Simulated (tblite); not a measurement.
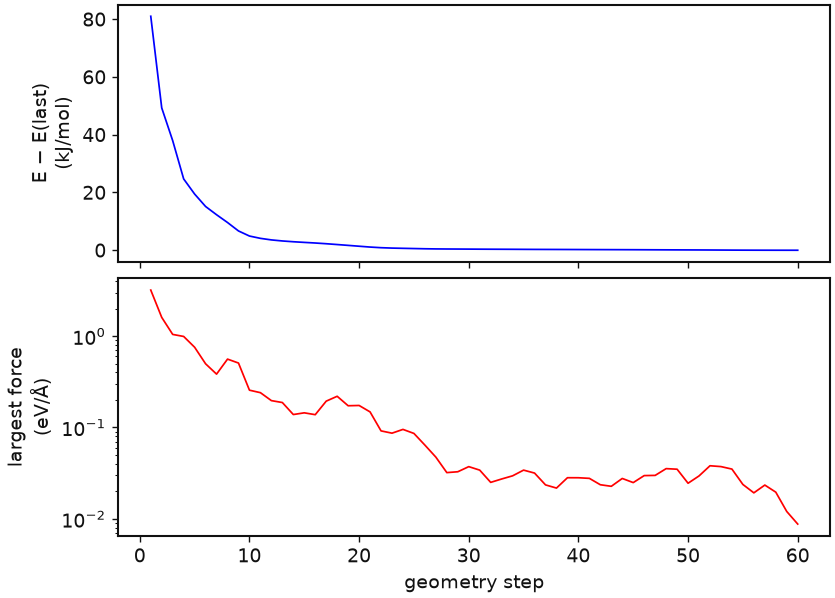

History of a geometry optimisation. C7H12S2 (SMILES CSC[C@]1(S)[C@@H]2CC[C@@H]21); tblite, GFN2-xTB geometry optimisation, gas phase.

The optimisation met its thresholds at geometry 60, counting the start as the first. The energy fell by about 81 kJ/mol from the first step to the last. The largest force goes from about 3.2 eV/Å at the start to 9 × 10⁻³ eV/Å at the end.
